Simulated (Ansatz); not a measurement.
**CH₆AlO+ (SMILES C[OH+][AlH2]): one structure at several levels**

The atoms stand at a frame of a short trajectory. How far do the functionals agree with CCSD(T) there?

Method: single points in def2-TZVPP; program: Ansatz 0.2.0, Gaussian basis.

Cores are frozen in the correlated methods.

## (1) Starting geometry

SMILES `C[OH+][AlH2]`, 9 atoms, charge 1, spin multiplicity 1.

Atoms are counted from 1 here; the program's logs count them from 0.

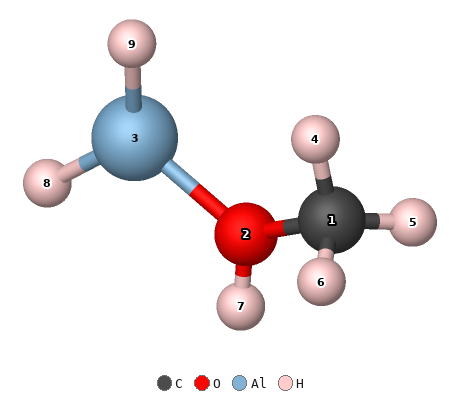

Start geometry, drawn with carbon dark grey, oxygen red, aluminium light blue, hydrogen pink; atoms are numbered from 1 in the order of the file.

As a file:

```xyz
9
CH6AlO
C    -0.3309    1.0616   -0.5929
O     0.3428   -0.1931   -0.4370
Al    0.2303   -1.2915    1.0380
H    -0.9164    1.2278    0.3711
H    -0.9809    1.0868   -1.4789
H     0.4316    1.8252   -0.6152
H     1.0242   -0.3908   -1.1058
H     1.2032   -2.5488    0.9413
H    -0.5140   -0.5545    2.2685
```

## (2) PBE-D4/def2-TZVPP

Input file run/in.yaml:

```yaml
crystal:
  periodic: [false, false, false]
  atoms:
    - {symbol: C, position_ang: [-0.330913, 1.061569, -0.592912]}
    - {symbol: O, position_ang: [0.342804, -0.193076, -0.436978]}
    - {symbol: Al, position_ang: [0.230263, -1.291489, 1.038017]}
    - {symbol: H, position_ang: [-0.916398, 1.227755, 0.371058]}
    - {symbol: H, position_ang: [-0.980866, 1.086815, -1.478871]}
    - {symbol: H, position_ang: [0.431604, 1.825170, -0.615223]}
    - {symbol: H, position_ang: [1.024152, -0.390840, -1.105846]}
    - {symbol: H, position_ang: [1.203173, -2.548786, 0.941306]}
    - {symbol: H, position_ang: [-0.513950, -0.554547, 2.268493]}
basis:
  gaussian: {orbitals: def2-TZVPP}
total_charge: 1
hamiltonian: {xc: pbe, dispersion: d4}
output: {forces: true}
```

On the command line:

```
$ ansatz run in.yaml --threads 2 --pin off --events-out ev --progress --plain --max-ram 3481MiB
```

## (3) r2SCAN-D4/def2-TZVPP

Changes to run/in.yaml since step 2:

```diff
@@ -15,3 +15,3 @@
 total_charge: 1
-hamiltonian: {xc: pbe, dispersion: d4}
+hamiltonian: {xc: r2scan, dispersion: d4}
 output: {forces: true}
```

## (4) PBE0-D4/def2-TZVPP

Changes to run/in.yaml since step 3:

```diff
@@ -15,3 +15,3 @@
 total_charge: 1
-hamiltonian: {xc: r2scan, dispersion: d4}
-output: {forces: true}
+hamiltonian: {xc: pbe0, dispersion: d4}
+output: {forces: true, orbitals: {seedname: orbitals}}
```

## (5) wB97M-V/def2-TZVPP

Changes to run/in.yaml since step 4:

```diff
@@ -15,3 +15,3 @@
 total_charge: 1
-hamiltonian: {xc: pbe0, dispersion: d4}
-output: {forces: true, orbitals: {seedname: orbitals}}
+hamiltonian: {xc: {name: wB97M-V}}
+output: {forces: true}
```

## (6) CCSD(T)/def2-TZVPP

Changes to run/in.yaml since step 5:

```diff
@@ -15,3 +15,3 @@
 total_charge: 1
-hamiltonian: {xc: {name: wB97M-V}}
+correlation: {method: ccsd_t}
 output: {forces: true}
```

(Steps that only read results are left out.)

Q: Predict the outcome of this session. Wanted: energy less free atoms, CCSD(T)/def2-TZVPP; RMS force component; RMS force error; HOMO and LUMO, PBE0-D4; T1 diagnostic.

The runs gave:

```
                                  quantity                                                             value
energy less free atoms, CCSD(T)/def2-TZVPP                                                    -2165.4 kJ/mol
                       RMS force component                              0.644 to 0.740 eV/Å over the methods
                           RMS force error  PBE-D4 0.171, r2SCAN-D4 0.040, PBE0-D4 0.105, wB97M-V 0.051 eV/Å
                    HOMO and LUMO, PBE0-D4                                               -13.87 and -6.54 eV
                             T1 diagnostic                                                             0.010
```

What this shows: Against CCSD(T) the functionals' energies less atoms differ by -65.7 to -23.8 kJ/mol, PBE-D4 by -60.3 kJ/mol. A larger basis would deepen the CCSD(T) value, while the functionals are nearly converged already, so the order here is not reliable. On forces the order runs from r2SCAN-D4 to PBE-D4. Frozen-core CCSD(T) forces in triple zeta carry basis errors of their own, and this is one geometry, so small gaps rank nothing.
